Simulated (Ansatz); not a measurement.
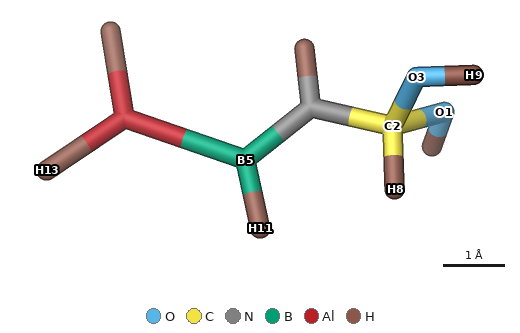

The input geometry (stick view, seen at a tilt; atoms are numbered from 1 in the order of the input). Sticks mark near contacts.

## Nudged elastic band, with input and output: CH₇AlBNO₂ (part 1 of 2)

The run: nudged elastic band of CH₇AlBNO₂. Method and program: RHF/def2-SVP (Ansatz 0.2.0).

The run did not end well. It belongs to a series of runs on one base structure; here: band between the two ends.

The program's output
```
Engine: ansatz 0.2.0, x86_64-unknown-linux-gnu
Functional definition: HF
  exchange = exact_x
  correlation = 0
1337 factors; integrals over basis functions are off by at most 3.9e-4 eV
mean field evaluation 1: about -13939.8011 eV, gradient 4.3e1 eV
mean field evaluation 2: about -13939.9855 eV, gradient 4.4e1 eV
mean field evaluation 4: about -13944.2408 eV, gradient 3.7e0 eV
mean field evaluation 8: about -13944.2956 eV, gradient 1.5e-1 eV
mean field -13944.29569722 eV, -512.4434150897 hartree, gradient 2.1e-5 eV, S^2 0.000000; 0 other end points of the search recorded, 0 dependent functions left out
the calculation of the forces begins
reference -13944.29569722 eV, -512.4434150897 hartree; 27, 27 occupied and 96, 96 virtual orbitals, 1337 factors
1327 factors; integrals over basis functions are off by at most 1.3e-3 eV
mean field evaluation 16: about -13942.7537 eV, gradient 4.1e0 eV
mean field -13942.82163326 eV, -512.3892442383 hartree, gradient 3.4e-5 eV, S^2 0.000000; 0 other end points of the search recorded, 0 dependent functions left out
[... from here on the field's lines of each further geometry are left out, up to the last ...]
NEB iter   1: max|band force component| = 1.337e2 eV/Å  barrier→ = 56.7770 eV  barrier← = 55.3030 eV  Δτ_max = 0.2000 Å  (558 SCF iters)
NEB iter   2: max|band force component| = 2.911e1 eV/Å  barrier→ = 21.8154 eV  barrier← = 20.3413 eV  Δτ_max = 0.2000 Å  (294 SCF iters)
NEB iter   3: max|band force component| = 1.470e1 eV/Å  barrier→ = 9.2147 eV  barrier← = 7.7406 eV  Δτ_max = 0.2000 Å  (274 SCF iters)
NEB iter   4: max|band force component| = 5.220e0 eV/Å  barrier→ = 8.2686 eV  barrier← = 6.7945 eV  Δτ_max = 0.0847 Å  (266 SCF iters)
NEB iter   5: max|band force component| = 3.710e0 eV/Å  barrier→ = 7.7303 eV  barrier← = 6.2562 eV  Δτ_max = 0.0660 Å  (261 SCF iters)
NEB iter   6: max|band force component| = 4.092e0 eV/Å  barrier→ = 7.1987 eV  barrier← = 5.7247 eV  Δτ_max = 0.0702 Å  (260 SCF iters)
NEB iter   7: max|band force component| = 4.126e0 eV/Å  barrier→ = 6.7165 eV  barrier← = 5.2424 eV  Δτ_max = 0.0753 Å  (259 SCF iters)
NEB iter   8: max|band force component| = 4.479e0 eV/Å  barrier→ = 6.3882 eV  barrier← = 4.9142 eV  Δτ_max = 0.0991 Å  (261 SCF iters)
NEB iter   9: max|band force component| = 4.906e0 eV/Å  barrier→ = 6.1387 eV  barrier← = 4.6646 eV  Δτ_max = 0.0265 Å  (260 SCF iters)
NEB iter  10: max|band force component| = 3.227e0 eV/Å  barrier→ = 6.0875 eV  barrier← = 4.6134 eV  Δτ_max = 0.0426 Å  (264 SCF iters)
NEB iter  11: max|band force component| = 3.013e0 eV/Å  barrier→ = 5.9879 eV  barrier← = 4.5138 eV  Δτ_max = 0.0116 Å  (264 SCF iters)
NEB iter  12: max|band force component| = 2.914e0 eV/Å  barrier→ = 5.9436 eV  barrier← = 4.4695 eV  Δτ_max = 0.0229 Å  (219 SCF iters)
NEB iter  13: max|band force component| = 2.715e0 eV/Å  barrier→ = 5.8581 eV  barrier← = 4.3841 eV  Δτ_max = 0.0332 Å  (250 SCF iters)
NEB iter  14: max|band force component| = 2.419e0 eV/Å  barrier→ = 5.7374 eV  barrier← = 4.2633 eV  Δτ_max = 0.0422 Å  (248 SCF iters)
NEB iter  15: max|band force component| = 2.041e0 eV/Å  barrier→ = 5.5895 eV  barrier← = 4.1154 eV  Δτ_max = 0.0494 Å  (264 SCF iters)
NEB iter  16: max|band force component| = 1.649e0 eV/Å  barrier→ = 5.4236 eV  barrier← = 3.9495 eV  Δτ_max = 0.0546 Å  (260 SCF iters)
NEB iter  17: max|band force component| = 1.383e0 eV/Å  barrier→ = 5.2485 eV  barrier← = 3.7744 eV  Δτ_max = 0.0634 Å  (267 SCF iters)
NEB iter  18: max|band force component| = 1.083e0 eV/Å  barrier→ = 5.0542 eV  barrier← = 3.5801 eV  Δτ_max = 0.0701 Å  (266 SCF iters)
NEB iter  19: max|band force component| = 1.102e0 eV/Å  barrier→ = 4.8498 eV  barrier← = 3.3757 eV  Δτ_max = 0.0759 Å  (268 SCF iters)
NEB iter  20: max|band force component| = 1.168e0 eV/Å  barrier→ = 4.6449 eV  barrier← = 3.1709 eV  Δτ_max = 0.0810 Å  (268 SCF iters)
NEB iter  21: max|band force component| = 1.307e0 eV/Å  barrier→ = 4.4399 eV  barrier← = 2.9659 eV  Δτ_max = 0.1046 Å  (267 SCF iters)
NEB iter  22: max|band force component| = 1.187e0 eV/Å  barrier→ = 4.6332 eV  barrier← = 3.1592 eV  Δτ_max = 0.1285 Å  (266 SCF iters)
NEB iter  23: max|band force component| = 1.360e0 eV/Å  barrier→ = 5.2306 eV  barrier← = 3.7565 eV  Δτ_max = 0.1481 Å  (258 SCF iters)
NEB iter  24: max|band force component| = 1.259e0 eV/Å  barrier→ = 5.7848 eV  barrier← = 4.3107 eV  Δτ_max = 0.1602 Å  (257 SCF iters)
NEB iter  25: max|band force component| = 2.263e0 eV/Å  barrier→ = 5.8893 eV  barrier← = 4.4152 eV  Δτ_max = 0.0497 Å  (254 SCF iters)
NEB iter  26: max|band force component| = 2.216e0 eV/Å  barrier→ = 5.5474 eV  barrier← = 4.0733 eV  Δτ_max = 0.0484 Å  (258 SCF iters)
NEB iter  27: max|band force component| = 1.890e0 eV/Å  barrier→ = 5.2127 eV  barrier← = 3.7386 eV  Δτ_max = 0.0415 Å  (258 SCF iters)
NEB iter  28: max|band force component| = 2.196e0 eV/Å  barrier→ = 4.9316 eV  barrier← = 3.4575 eV  Δτ_max = 0.0369 Å  (268 SCF iters)
NEB iter  29: max|band force component| = 2.470e0 eV/Å  barrier→ = 4.7047 eV  barrier← = 3.2306 eV  Δτ_max = 0.0116 Å  (268 SCF iters)
NEB iter  30: max|band force component| = 1.408e0 eV/Å  barrier→ = 4.6536 eV  barrier← = 3.1796 eV  Δτ_max = 0.0177 Å  (229 SCF iters)
NEB iter  31: max|band force component| = 1.345e0 eV/Å  barrier→ = 4.5554 eV  barrier← = 3.0813 eV  Δτ_max = 0.0061 Å  (244 SCF iters)
NEB iter  32: max|band force component| = 1.297e0 eV/Å  barrier→ = 4.5094 eV  barrier← = 3.0354 eV  Δτ_max = 0.0119 Å  (213 SCF iters)
the calculation of the forces begins
reference -13941.45886631 eV, -512.3391634766 hartree; 27, 27 occupied and 96, 96 virtual orbitals, 1337 factors
these checks for a lower state are left out or cut short: starts, cluster_reference, orbital_swaps, neighbouring_geometries, increment
1326 factors; integrals over basis functions are off by at most 1.4e-3 eV
mean field evaluation 1888: about -13942.6119 eV, gradient 7.1e-4 eV
mean field -13942.61186752 eV, -512.3815354897 hartree, gradient 1.4e-5 eV, S^2 0.000000; 0 other end points of the search recorded, 0 dependent functions left out
the calculation of the forces begins
reference -13942.61186752 eV, -512.3815354897 hartree; 27, 27 occupied and 96, 96 virtual orbitals, 1326 factors
NEB iter  33: max|band force component| = 1.207e0 eV/Å  barrier→ = 4.4197 eV  barrier← = 2.9456 eV  Δτ_max = 0.0173 Å  (221 SCF iters)
```

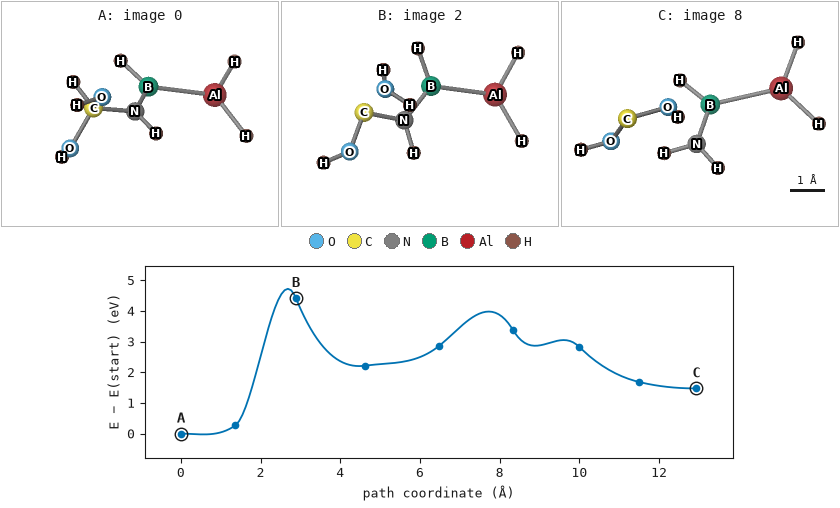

Images of the last band (counted from 0; ball-and-stick, seen at a tilt) above the energy along the path; the line is a cubic interpolation that uses the forces. The highest image is number 2, 4.420 eV above the start and 2.946 eV above the end; the end lies 1.474 eV above the start. A further maximum stands at image 5, 3.379 eV from the start. The path is 12.94 Å long. The band had not converged after 33 iterations.

```
Unfinished report: {"positions_ang":[[0.8351540654127768,-2.3832452246802966,-0.6302010022548553],[-0.19939757205499534,-1.5180890332574513,-0.601817951779095],[-0.681738262442092,-1.9034491022076725,1.1337231445561191],[0.30029608241972033,-0.2197125019694031,-0.45889060252941605],[-0.5082687222667993,0.9217794254278396,-0.260530937767306],[0.17619254540415213,2.9470211132799267,0.05794954234977858],[0.956109382196072,-2.7606638470188667,-1.4885087195516484],[-1.2656037825367978,-1.3403097301809954,0.561855844623909],[-0.03741938494834847,-1.6825141349841146,1.8049831433754926],[1.3029968084751908,-0.19144839983772957,-0.43475830689778855],[-1.6806504237988136,0.6691660874461514,-0.11507223942802101],[1.7038079680262153,3.2994693718803028,0.3146698289457376],[-0.8809777038862798,4.12709696610231,0.13149727635709285]],"unchecked":["starts","cluster_reference","orbital_swaps","neighbouring_geometries","increment"],"mean_field":{"relativity":"none","state":{"energy":{"ev":-13939.875993253803,"hartree":-512.2809939647626},"converged":true,"gradient_ev":0.0000594357476241208,"stability":{"kind":"minimum","curvature_ev":19.89805397493075},"curvature_floor_ev":0.00030000000000000003,"spin_squared":-3.907985046680551e-14},"others":[],"fillings":{"estimated":0,"unestimated":0,"tried":0,"untried":0,"excluded_magnetic_sites":0},"n_dropped_functions":0,"n_trapped_functions":0,"passes":{"evaluations":4,"products":34},"factors":{"origin":"Cholesky decomposition","count":1338,"bound_ev":0.0007171965074913771},"gradient_stop_ev":0.00009,"reference_kind":"stationary","symmetry":{"irreps":["A"],"axes":[[0.9999983663768681,-0.0011489912387300763,-0.001395371895999825],[0.0011506785676308634,0.9999986070890035,0.0012090322107168947],[0.001393980784953511,-0.0012106358601485098,0.99999829558774]],"occupied":[{"A":27},{"A":27}]},"held":{"pivots":1337,"left_out":0,"joined":1},"density_repulsion":{"missed_ev":0.000022874371547966396,"excess_ev":0.0,"most_excess_ev":0.0001458,"are_drawn_again":false,"n_first_factors":1338,"energy_change_ev":0.0,"n_dropped_ends":0}},"factors":{"origin":"Cholesky decomposition","count":1338,"bound_ev":0.0007171965074913771},"n_frozen":0,"n_occupied":[27,27],"n_virtual":[96,96],"reference":{"ev":-13939.875993253803,"hartree":-512.2809939647626},"total":{"ev":-13939.875993253803,"hartree":-512.2809939647626},"forces_ev_per_angstrom":[[0.8981343098672155,0.4126953075291853,-0.5116047486677937],[0.8466820404872885,0.15209069463331018,-2.2685120119677533],[-1.1033419619238438,-1.1037837282379312,0.6883039430782147],[0.18962648021427278,-0.15402490520226753,0.08832516885114028],[0.034812962330933735,-0.18526294610978689,0.20517767552982524],[0.03057292225102188,0.0069602727116885935,-0.00023074268447988532],[-0.5408840820638875,-0.25671477699943024,0.07081552137570522],[0.2672549644744729,-0.35168100458958507,2.411901981598522],[-0.8208897403011927,1.0808048609935834,-0.4736102629639216],[0.18157332997444803,0.2246790344035688,0.06790956151836393],[-0.04562500189944375,0.08776655980730205,-0.23719941287275387],[0.02406760096113482,0.0378357133192165,-0.01653438886348339],[0.038016175625988025,0.04863491773908104,-0.02474228393229124]],"charge_distribution":{"dipole_moment_e_ang":[0.38026528509822743,0.045254174286369964,-0.00969560657184699],"mulliken_charges_e":[-0.3934168100293469,0.19517206177521818,-0.34330910758139765,-0.29830579210733443,-0.14683134137722664,0.7593928849518701,0.20745658162380776,0.2700570625275871,0.21287925899177518,0.13018941653249283,-0.08627548593947654,-0.2577792585658494,-0.24922947080215807],"lowdin_charges_e":[0.09157179993822862,-0.15829291254954292,0.2090093381823115,0.1665958315677738,-0.33277226756676814,0.44180600380366997,-0.020171800336572066,-0.045903001592698,-0.013136245046788009,0.005070570580672729,-0.03767072850327646,-0.155477511331356,-0.15062907714571505]},"n_threads":2,"memory_gib":2.556818182580173,"seconds":{"hamiltonian":2.645908813,"orbitals":0.0,"second_order":0.0,"solver_start":0.0,"cycles":0.0,"cycle":0.0,"perturbative":0.0,"full_ci_increment":0.0,"forces":0.0}}
this run last wrote the band of iteration 33 to [file]
Error: NEB band did not converge after 33 iterations: max|band force component| = 1.21e0 eV/Å (threshold 5.0e-2); raise `neb.max_iterations` in a new run, which can start from the last band evaluated (`neb.initial_path`, with `crystal.atoms` and `neb.final_atoms` set to its first and last images), add images, or start from endpoints closer to local minima. Where this run's directory can be resumed (`checkpoint.write`), a resume goes on for up to `neb.max_iterations` more; to start a new run from the last band, take its images' positions from the `neb_iteration` event of iteration 33 (`data.images[].positions_ang`), in the event stream of the run that computed that iteration (not this run's, if it was resumed behind it). With `checkpoint.write`, `steps/00-neb/state/checkpoint.json` in the run directory holds the last saved band, under `neb.evaluated.images[].positions_ang` (a band under a hybrid functional on support functions is neither saved nor resumed: `neb.initial_path` says where its path is): check the last entry of `neb.iterations` there, which is earlier than 33 if that iteration was not saved or its write failed. If the band's step has no `state` directory and holds `state.next`, a write was cut short, and the file is under `state.next` instead (behind a loss of power it can be under `state.prev`)
this run wrote the band of iteration 33 to [file] as well, whether or not its events were kept: a new run's `neb.initial_path` can list its `images[].positions_ang`
a run's events are kept only if it was started with --events-out <file>, and are in that file
```

The last band as extended XYZ (Å, eV, eV/Å)
```
13
Properties=species:S:1:pos:R:3:forces:R:3 image=0 energy=-13944.29570
O     0.5795   -2.2793   -0.6760   -0.0012   0.0025   0.0006
C    -0.1736   -1.4872    0.1737    0.0035   0.0009  -0.0039
O     0.0392   -1.9585    1.4427    0.0009  -0.0046  -0.0042
N     0.2187   -0.1149    0.1200    0.0008  -0.0025   0.0002
B    -0.5811    0.9784   -0.2229    0.0001   0.0001   0.0021
Al    0.1870    3.0064   -0.1614    0.0006   0.0001  -0.0013
H     0.4334   -2.0230   -1.5736   -0.0008  -0.0002  -0.0009
H    -1.2304   -1.5390   -0.0990   -0.0016  -0.0003   0.0013
H     0.0927   -2.9024    1.4130   -0.0015   0.0031   0.0055
H     1.1680    0.0055    0.4210   -0.0006   0.0000   0.0004
H    -1.7138    0.7134   -0.5518    0.0005   0.0002  -0.0006
H     1.7474    3.2794    0.0074   -0.0003   0.0012   0.0010
H    -0.7464    4.2864   -0.2781   -0.0005  -0.0006  -0.0002
13
Properties=species:S:1:pos:R:3:forces:R:3 image=1 energy=-13944.02974
O     0.5627   -2.4713   -0.5134   -0.2617  -0.1576   0.1195
C    -0.2501   -1.4797   -0.0034   -0.0667   0.0060   0.7584
O    -0.3906   -1.7164    1.3498    0.0943   0.3088   0.1385
N     0.2894   -0.1841   -0.2812    0.0007   0.0189   0.1465
B    -0.5186    0.9582   -0.2316   -0.0416   0.0370   0.0543
Al    0.1782    2.9902   -0.0326    0.0267  -0.0012   0.0095
H     0.7705   -2.3580   -1.4289   -0.2441   0.2146   0.0444
H    -1.2858   -1.4693   -0.3062   -0.0654  -0.2927  -1.1963
H     0.2009   -2.3763    1.6474    0.5682  -0.4285   0.0892
H     1.2877   -0.1462   -0.1891   -0.0389   0.0813   0.0050
H    -1.6982    0.7083   -0.1862   -0.0598   0.1090  -0.1101
H     1.7240    3.3076    0.1712    0.0148   0.0793  -0.0293
H    -0.8496    4.2020    0.0191    0.0734   0.0252  -0.0296
13
Properties=species:S:1:pos:R:3:forces:R:3 image=2 energy=-13939.87599
O     0.8352   -2.3832   -0.6302    0.8981   0.4127  -0.5116
C    -0.1994   -1.5181   -0.6018    0.8467   0.1521  -2.2685
O    -0.6817   -1.9034    1.1337   -1.1033  -1.1038   0.6883
N     0.3003   -0.2197   -0.4589    0.1896  -0.1540   0.0883
B    -0.5083    0.9218   -0.2605    0.0348  -0.1853   0.2052
Al    0.1762    2.9470    0.0580    0.0306   0.0070  -0.0002
H     0.9561   -2.7607   -1.4885   -0.5409  -0.2567   0.0708
H    -1.2656   -1.3403    0.5619    0.2673  -0.3517   2.4119
H    -0.0374   -1.6825    1.8050   -0.8209   1.0808  -0.4736
H     1.3030   -0.1914   -0.4348    0.1816   0.2247   0.0679
H    -1.6806    0.6692   -0.1151   -0.0456   0.0878  -0.2372
H     1.7038    3.2995    0.3147    0.0241   0.0378  -0.0165
H    -0.8810    4.1271    0.1315    0.0380   0.0486  -0.0247
```
